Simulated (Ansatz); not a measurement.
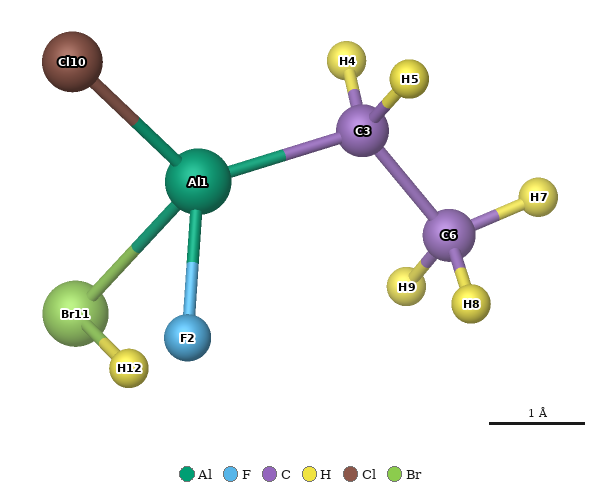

Figure 1. The starting structure (ball-and-stick view, seen at a tilt; atoms are numbered from 1 in the order of the input). Sticks mark near contacts. Bond lengths as drawn: Al–Br 2.61 Å, Al–C 1.95 Å, Al–Cl 2.10 Å, Al–F 1.79 Å, Br–H 1.63 Å, C–C 1.54 Å and C–H 1.09 to 1.10 Å.

C$_{2}$H$_{6}$AlBrClF: molecular dynamics (part 1 of 3)

The run: molecular dynamics of C$_{2}$H$_{6}$AlBrClF. Method and program: RHF/def2-SVP (Ansatz 0.2.0).

It belongs to a series of runs on one base structure; here: dynamics from the highest image of the converged band. Figures and captions count atoms from 1; the log counts them from 0 in places.

Log:
```
Engine: ansatz 0.2.0, x86_64-unknown-linux-gnu
Functional definition: HF
  exchange = exact_x
  correlation = 0
1466 factors; integrals over basis functions are off by at most 3.4e-4 eV
mean field evaluation 1: about -93930.1446 eV, gradient 3.4e1 eV
mean field evaluation 2: about -93930.2164 eV, gradient 3.4e1 eV
mean field evaluation 4: about -93932.9988 eV, gradient 3.2e0 eV
mean field evaluation 8: about -93933.0347 eV, gradient 1.8e-4 eV
mean field -93933.03466461 eV, -3451.9753538265 hartree, gradient 1.9e-5 eV, S^2 0.000000; 0 other end points of the search recorded, 0 dependent functions left out
the calculation of the forces begins
reference -93933.03466461 eV, -3451.9753538265 hartree; 46, 46 occupied and 94, 94 virtual orbitals, 1466 factors
md step     0: t =     0.00 fs  T =   300.0 K  F+E_penalty+E_count = -93933.03466461 eV  E_kin = 0.387780 eV  conserved = -93932.64688461 eV  (34 SCF iters)
these checks for a lower state are left out or cut short: starts, cluster_reference, orbital_swaps, neighbouring_geometries, increment
1466 factors; integrals over basis functions are off by at most 3.5e-4 eV
mean field evaluation 16: about -93933.0264 eV, gradient 3.0e-3 eV
mean field -93933.02637155 eV, -3451.9750490624 hartree, gradient 3.6e-5 eV, S^2 0.000000; 0 other end points of the search recorded, 0 dependent functions left out
the calculation of the forces begins
reference -93933.02637155 eV, -3451.9750490624 hartree; 46, 46 occupied and 94, 94 virtual orbitals, 1466 factors
md step     1: t =     0.50 fs  T =   293.8 K  F+E_penalty+E_count = -93933.02637155 eV  E_kin = 0.379723 eV  conserved = -93932.64664840 eV  (34 SCF iters)
[... from here on the SCF iterations and repeated set-up lines of each step are left out, up to the last step ...]
md step     2: t =     1.00 fs  T =   277.2 K  F+E_penalty+E_count = -93933.00455100 eV  E_kin = 0.358359 eV  conserved = -93932.64619231 eV  (34 SCF iters)
md step     3: t =     1.50 fs  T =   255.7 K  F+E_penalty+E_count = -93932.97612448 eV  E_kin = 0.330454 eV  conserved = -93932.64567065 eV  (34 SCF iters)
md step     4: t =     2.00 fs  T =   235.1 K  F+E_penalty+E_count = -93932.94915519 eV  E_kin = 0.303920 eV  conserved = -93932.64523557 eV  (35 SCF iters)
md step     5: t =     2.50 fs  T =   220.8 K  F+E_penalty+E_count = -93932.93043403 eV  E_kin = 0.285435 eV  conserved = -93932.64499874 eV  (34 SCF iters)
md step     6: t =     3.00 fs  T =   215.6 K  F+E_penalty+E_count = -93932.92370206 eV  E_kin = 0.278701 eV  conserved = -93932.64500114 eV  (34 SCF iters)
md step     7: t =     3.50 fs  T =   219.5 K  F+E_penalty+E_count = -93932.92897720 eV  E_kin = 0.283769 eV  conserved = -93932.64520835 eV  (34 SCF iters)
md step     8: t =     4.00 fs  T =   230.2 K  F+E_penalty+E_count = -93932.94306227 eV  E_kin = 0.297524 eV  conserved = -93932.64553834 eV  (34 SCF iters)
md step     9: t =     4.50 fs  T =   243.7 K  F+E_penalty+E_count = -93932.96085949 eV  E_kin = 0.314967 eV  conserved = -93932.64589233 eV  (35 SCF iters)
md step    10: t =     5.00 fs  T =   255.9 K  F+E_penalty+E_count = -93932.97697781 eV  E_kin = 0.330798 eV  conserved = -93932.64617939 eV  (34 SCF iters)
md step    11: t =     5.50 fs  T =   263.8 K  F+E_penalty+E_count = -93932.98725217 eV  E_kin = 0.340928 eV  conserved = -93932.64632466 eV  (34 SCF iters)
md step    12: t =     6.00 fs  T =   265.9 K  F+E_penalty+E_count = -93932.98997314 eV  E_kin = 0.343684 eV  conserved = -93932.64628897 eV  (33 SCF iters)
md step    13: t =     6.50 fs  T =   263.3 K  F+E_penalty+E_count = -93932.98649348 eV  E_kin = 0.340387 eV  conserved = -93932.64610601 eV  (33 SCF iters)
md step    14: t =     7.00 fs  T =   259.0 K  F+E_penalty+E_count = -93932.98064180 eV  E_kin = 0.334732 eV  conserved = -93932.64590978 eV  (33 SCF iters)
md step    15: t =     7.50 fs  T =   255.9 K  F+E_penalty+E_count = -93932.97665550 eV  E_kin = 0.330788 eV  conserved = -93932.64586754 eV  (33 SCF iters)
md step    16: t =     8.00 fs  T =   255.8 K  F+E_penalty+E_count = -93932.97669963 eV  E_kin = 0.330690 eV  conserved = -93932.64600942 eV  (33 SCF iters)
md step    17: t =     8.50 fs  T =   258.6 K  F+E_penalty+E_count = -93932.98038669 eV  E_kin = 0.334260 eV  conserved = -93932.64612665 eV  (33 SCF iters)
md step    18: t =     9.00 fs  T =   264.2 K  F+E_penalty+E_count = -93932.98752794 eV  E_kin = 0.341547 eV  conserved = -93932.64598080 eV  (34 SCF iters)
md step    19: t =     9.50 fs  T =   274.9 K  F+E_penalty+E_count = -93933.00107353 eV  E_kin = 0.355377 eV  conserved = -93932.64569671 eV  (34 SCF iters)
md step    20: t =    10.00 fs  T =   293.5 K  F+E_penalty+E_count = -93933.02507508 eV  E_kin = 0.379327 eV  conserved = -93932.64574824 eV  (34 SCF iters)
md step    21: t =    10.50 fs  T =   318.7 K  F+E_penalty+E_count = -93933.05824642 eV  E_kin = 0.411896 eV  conserved = -93932.64635053 eV  (33 SCF iters)
md step    22: t =    11.00 fs  T =   343.6 K  F+E_penalty+E_count = -93933.09127955 eV  E_kin = 0.444176 eV  conserved = -93932.64710314 eV  (33 SCF iters)
md step    23: t =    11.50 fs  T =   359.8 K  F+E_penalty+E_count = -93933.11256467 eV  E_kin = 0.465120 eV  conserved = -93932.64744427 eV  (34 SCF iters)
md step    24: t =    12.00 fs  T =   362.9 K  F+E_penalty+E_count = -93933.11627066 eV  E_kin = 0.469054 eV  conserved = -93932.64721673 eV  (33 SCF iters)
md step    25: t =    12.50 fs  T =   354.5 K  F+E_penalty+E_count = -93933.10495533 eV  E_kin = 0.458288 eV  conserved = -93932.64666731 eV  (34 SCF iters)
md step    26: t =    13.00 fs  T =   340.5 K  F+E_penalty+E_count = -93933.08627771 eV  E_kin = 0.440157 eV  conserved = -93932.64612102 eV  (34 SCF iters)
md step    27: t =    13.50 fs  T =   326.8 K  F+E_penalty+E_count = -93933.06823795 eV  E_kin = 0.422476 eV  conserved = -93932.64576164 eV  (35 SCF iters)
md step    28: t =    14.00 fs  T =   317.7 K  F+E_penalty+E_count = -93933.05626834 eV  E_kin = 0.410653 eV  conserved = -93932.64561567 eV  (34 SCF iters)
md step    29: t =    14.50 fs  T =   314.9 K  F+E_penalty+E_count = -93933.05264927 eV  E_kin = 0.407021 eV  conserved = -93932.64562783 eV  (34 SCF iters)
md step    30: t =    15.00 fs  T =   318.4 K  F+E_penalty+E_count = -93933.05724227 eV  E_kin = 0.411511 eV  conserved = -93932.64573123 eV  (34 SCF iters)
md step    31: t =    15.50 fs  T =   327.0 K  F+E_penalty+E_count = -93933.06851123 eV  E_kin = 0.422633 eV  conserved = -93932.64587790 eV  (34 SCF iters)
md step    32: t =    16.00 fs  T =   339.1 K  F+E_penalty+E_count = -93933.08431038 eV  E_kin = 0.438259 eV  conserved = -93932.64605174 eV  (34 SCF iters)
md step    33: t =    16.50 fs  T =   352.7 K  F+E_penalty+E_count = -93933.10219720 eV  E_kin = 0.455913 eV  conserved = -93932.64628459 eV  (34 SCF iters)
md step    34: t =    17.00 fs  T =   365.5 K  F+E_penalty+E_count = -93933.11903878 eV  E_kin = 0.472381 eV  conserved = -93932.64665754 eV  (33 SCF iters)
md step    35: t =    17.50 fs  T =   373.5 K  F+E_penalty+E_count = -93933.13001283 eV  E_kin = 0.482807 eV  conserved = -93932.64720593 eV  (34 SCF iters)
md step    36: t =    18.00 fs  T =   372.0 K  F+E_penalty+E_count = -93933.12853782 eV  E_kin = 0.480854 eV  conserved = -93932.64768383 eV  (33 SCF iters)
md step    37: t =    18.50 fs  T =   358.1 K  F+E_penalty+E_count = -93933.11035968 eV  E_kin = 0.462912 eV  conserved = -93932.64744743 eV  (33 SCF iters)
md step    38: t =    19.00 fs  T =   337.7 K  F+E_penalty+E_count = -93933.08254444 eV  E_kin = 0.436481 eV  conserved = -93932.64606333 eV  (33 SCF iters)
md step    39: t =    19.50 fs  T =   327.6 K  F+E_penalty+E_count = -93933.06789497 eV  E_kin = 0.423424 eV  conserved = -93932.64447062 eV  (34 SCF iters)
md step    40: t =    20.00 fs  T =   344.5 K  F+E_penalty+E_count = -93933.08993213 eV  E_kin = 0.445357 eV  conserved = -93932.64457543 eV  (34 SCF iters)
md step    41: t =    20.50 fs  T =   386.6 K  F+E_penalty+E_count = -93933.14640370 eV  E_kin = 0.499747 eV  conserved = -93932.64665701 eV  (35 SCF iters)
md step    42: t =    21.00 fs  T =   431.1 K  F+E_penalty+E_count = -93933.20593789 eV  E_kin = 0.557191 eV  conserved = -93932.64874649 eV  (34 SCF iters)
md step    43: t =    21.50 fs  T =   453.7 K  F+E_penalty+E_count = -93933.23562206 eV  E_kin = 0.586405 eV  conserved = -93932.64921669 eV  (33 SCF iters)
md step    44: t =    22.00 fs  T =   446.5 K  F+E_penalty+E_count = -93933.22538823 eV  E_kin = 0.577188 eV  conserved = -93932.64819982 eV  (33 SCF iters)
md step    45: t =    22.50 fs  T =   418.8 K  F+E_penalty+E_count = -93933.18803976 eV  E_kin = 0.541370 eV  conserved = -93932.64666962 eV  (35 SCF iters)
md step    46: t =    23.00 fs  T =   387.0 K  F+E_penalty+E_count = -93933.14564787 eV  E_kin = 0.500253 eV  conserved = -93932.64539503 eV  (34 SCF iters)
md step    47: t =    23.50 fs  T =   365.9 K  F+E_penalty+E_count = -93933.11758583 eV  E_kin = 0.472903 eV  conserved = -93932.64468314 eV  (34 SCF iters)
md step    48: t =    24.00 fs  T =   364.0 K  F+E_penalty+E_count = -93933.11509241 eV  E_kin = 0.470554 eV  conserved = -93932.64453887 eV  (26 SCF iters)
md step    49: t =    24.50 fs  T =   383.5 K  F+E_penalty+E_count = -93933.14059597 eV  E_kin = 0.495725 eV  conserved = -93932.64487079 eV  (27 SCF iters)
md step    50: t =    25.00 fs  T =   420.3 K  F+E_penalty+E_count = -93933.18887422 eV  E_kin = 0.543267 eV  conserved = -93932.64560718 eV  (34 SCF iters)
md step    51: t =    25.50 fs  T =   465.4 K  F+E_penalty+E_count = -93933.24826065 eV  E_kin = 0.601555 eV  conserved = -93932.64670528 eV  (34 SCF iters)
md step    52: t =    26.00 fs  T =   505.7 K  F+E_penalty+E_count = -93933.30174242 eV  E_kin = 0.653695 eV  conserved = -93932.64804722 eV  (33 SCF iters)
md step    53: t =    26.50 fs  T =   526.3 K  F+E_penalty+E_count = -93933.32949939 eV  E_kin = 0.680261 eV  conserved = -93932.64923853 eV  (33 SCF iters)
md step    54: t =    27.00 fs  T =   515.5 K  F+E_penalty+E_count = -93933.31572041 eV  E_kin = 0.666271 eV  conserved = -93932.64944951 eV  (33 SCF iters)
md step    55: t =    27.50 fs  T =   474.6 K  F+E_penalty+E_count = -93933.26124580 eV  E_kin = 0.613465 eV  conserved = -93932.64778044 eV  (33 SCF iters)
md step    56: t =    28.00 fs  T =   426.0 K  F+E_penalty+E_count = -93933.19527745 eV  E_kin = 0.550668 eV  conserved = -93932.64460957 eV  (33 SCF iters)
md step    57: t =    28.50 fs  T =   405.7 K  F+E_penalty+E_count = -93933.16689067 eV  E_kin = 0.524377 eV  conserved = -93932.64251353 eV  (34 SCF iters)
md step    58: t =    29.00 fs  T =   435.6 K  F+E_penalty+E_count = -93933.20692950 eV  E_kin = 0.563104 eV  conserved = -93932.64382580 eV  (26 SCF iters)
md step    59: t =    29.50 fs  T =   501.8 K  F+E_penalty+E_count = -93933.29586559 eV  E_kin = 0.648562 eV  conserved = -93932.64730324 eV  (32 SCF iters)
md step    60: t =    30.00 fs  T =   565.7 K  F+E_penalty+E_count = -93933.38104169 eV  E_kin = 0.731205 eV  conserved = -93932.64983713 eV  (32 SCF iters)
md step    61: t =    30.50 fs  T =   596.5 K  F+E_penalty+E_count = -93933.42114853 eV  E_kin = 0.771044 eV  conserved = -93932.65010413 eV  (33 SCF iters)
md step    62: t =    31.00 fs  T =   587.4 K  F+E_penalty+E_count = -93933.40808972 eV  E_kin = 0.759314 eV  conserved = -93932.64877601 eV  (34 SCF iters)
md step    63: t =    31.50 fs  T =   551.2 K  F+E_penalty+E_count = -93933.35943765 eV  E_kin = 0.712490 eV  conserved = -93932.64694773 eV  (36 SCF iters)
md step    64: t =    32.00 fs  T =   508.3 K  F+E_penalty+E_count = -93933.30230849 eV  E_kin = 0.656968 eV  conserved = -93932.64534003 eV  (34 SCF iters)
md step    65: t =    32.50 fs  T =   477.5 K  F+E_penalty+E_count = -93933.26156573 eV  E_kin = 0.617265 eV  conserved = -93932.64430048 eV  (34 SCF iters)
md step    66: t =    33.00 fs  T =   471.6 K  F+E_penalty+E_count = -93933.25360655 eV  E_kin = 0.609629 eV  conserved = -93932.64397775 eV  (26 SCF iters)
md step    67: t =    33.50 fs  T =   494.4 K  F+E_penalty+E_count = -93933.28354051 eV  E_kin = 0.639113 eV  conserved = -93932.64442763 eV  (34 SCF iters)
md step    68: t =    34.00 fs  T =   540.4 K  F+E_penalty+E_count = -93933.34420303 eV  E_kin = 0.698565 eV  conserved = -93932.64563798 eV  (34 SCF iters)
md step    69: t =    34.50 fs  T =   595.1 K  F+E_penalty+E_count = -93933.41666344 eV  E_kin = 0.769207 eV  conserved = -93932.64745620 eV  (35 SCF iters)
md step    70: t =    35.00 fs  T =   637.5 K  F+E_penalty+E_count = -93933.47341269 eV  E_kin = 0.824043 eV  conserved = -93932.64936941 eV  (33 SCF iters)
md step    71: t =    35.50 fs  T =   647.6 K  F+E_penalty+E_count = -93933.48735464 eV  E_kin = 0.837083 eV  conserved = -93932.65027183 eV  (34 SCF iters)
md step    72: t =    36.00 fs  T =   618.9 K  F+E_penalty+E_count = -93933.44892261 eV  E_kin = 0.800019 eV  conserved = -93932.64890357 eV  (33 SCF iters)
md step    73: t =    36.50 fs  T =   570.4 K  F+E_penalty+E_count = -93933.38290627 eV  E_kin = 0.737285 eV  conserved = -93932.64562084 eV  (33 SCF iters)
md step    74: t =    37.00 fs  T =   538.8 K  F+E_penalty+E_count = -93933.33987734 eV  E_kin = 0.696434 eV  conserved = -93932.64344360 eV  (33 SCF iters)
md step    75: t =    37.50 fs  T =   547.3 K  F+E_penalty+E_count = -93933.35218941 eV  E_kin = 0.707482 eV  conserved = -93932.64470759 eV  (33 SCF iters)
md step    76: t =    38.00 fs  T =   583.6 K  F+E_penalty+E_count = -93933.40194712 eV  E_kin = 0.754363 eV  conserved = -93932.64758409 eV  (34 SCF iters)
md step    77: t =    38.50 fs  T =   616.2 K  F+E_penalty+E_count = -93933.44563110 eV  E_kin = 0.796555 eV  conserved = -93932.64907614 eV  (33 SCF iters)
md step    78: t =    39.00 fs  T =   625.5 K  F+E_penalty+E_count = -93933.45715404 eV  E_kin = 0.808487 eV  conserved = -93932.64866708 eV  (34 SCF iters)
md step    79: t =    39.50 fs  T =   612.1 K  F+E_penalty+E_count = -93933.43867518 eV  E_kin = 0.791197 eV  conserved = -93932.64747824 eV  (33 SCF iters)
md step    80: t =    40.00 fs  T =   587.8 K  F+E_penalty+E_count = -93933.40617135 eV  E_kin = 0.759766 eV  conserved = -93932.64640489 eV  (33 SCF iters)
md step    81: t =    40.50 fs  T =   564.7 K  F+E_penalty+E_count = -93933.37567513 eV  E_kin = 0.729983 eV  conserved = -93932.64569212 eV  (33 SCF iters)
md step    82: t =    41.00 fs  T =   551.7 K  F+E_penalty+E_count = -93933.35836994 eV  E_kin = 0.713063 eV  conserved = -93932.64530660 eV  (33 SCF iters)
md step    83: t =    41.50 fs  T =   553.1 K  F+E_penalty+E_count = -93933.36024710 eV  E_kin = 0.714979 eV  conserved = -93932.64526808 eV  (34 SCF iters)
md step    84: t =    42.00 fs  T =   569.2 K  F+E_penalty+E_count = -93933.38153333 eV  E_kin = 0.735804 eV  conserved = -93932.64572972 eV  (34 SCF iters)
md step    85: t =    42.50 fs  T =   594.0 K  F+E_penalty+E_count = -93933.41460479 eV  E_kin = 0.767767 eV  conserved = -93932.64683740 eV  (36 SCF iters)
md step    86: t =    43.00 fs  T =   614.4 K  F+E_penalty+E_count = -93933.44258935 eV  E_kin = 0.794212 eV  conserved = -93932.64837722 eV  (33 SCF iters)
md step    87: t =    43.50 fs  T =   614.7 K  F+E_penalty+E_count = -93933.44388477 eV  E_kin = 0.794523 eV  conserved = -93932.64936176 eV  (33 SCF iters)
md step    88: t =    44.00 fs  T =   587.6 K  F+E_penalty+E_count = -93933.40775943 eV  E_kin = 0.759476 eV  conserved = -93932.64828302 eV  (33 SCF iters)
md step    89: t =    44.50 fs  T =   549.2 K  F+E_penalty+E_count = -93933.35496570 eV  E_kin = 0.709911 eV  conserved = -93932.64505492 eV  (34 SCF iters)
md step    90: t =    45.00 fs  T =   535.5 K  F+E_penalty+E_count = -93933.33496401 eV  E_kin = 0.692131 eV  conserved = -93932.64283296 eV  (33 SCF iters)
md step    91: t =    45.50 fs  T =   568.5 K  F+E_penalty+E_count = -93933.37957051 eV  E_kin = 0.734890 eV  conserved = -93932.64468015 eV  (33 SCF iters)
md step    92: t =    46.00 fs  T =   628.9 K  F+E_penalty+E_count = -93933.46162070 eV  E_kin = 0.812947 eV  conserved = -93932.64867373 eV  (33 SCF iters)
md step    93: t =    46.50 fs  T =   673.3 K  F+E_penalty+E_count = -93933.52122816 eV  E_kin = 0.870370 eV  conserved = -93932.65085831 eV  (33 SCF iters)
md step    94: t =    47.00 fs  T =   674.6 K  F+E_penalty+E_count = -93933.52214885 eV  E_kin = 0.871955 eV  conserved = -93932.65019414 eV  (33 SCF iters)
md step    95: t =    47.50 fs  T =   636.4 K  F+E_penalty+E_count = -93933.47060364 eV  E_kin = 0.822597 eV  conserved = -93932.64800683 eV  (33 SCF iters)
md step    96: t =    48.00 fs  T =   582.1 K  F+E_penalty+E_count = -93933.39817943 eV  E_kin = 0.752457 eV  conserved = -93932.64572213 eV  (33 SCF iters)
md step    97: t =    48.50 fs  T =   538.3 K  F+E_penalty+E_count = -93933.33990953 eV  E_kin = 0.695761 eV  conserved = -93932.64414817 eV  (34 SCF iters)
```
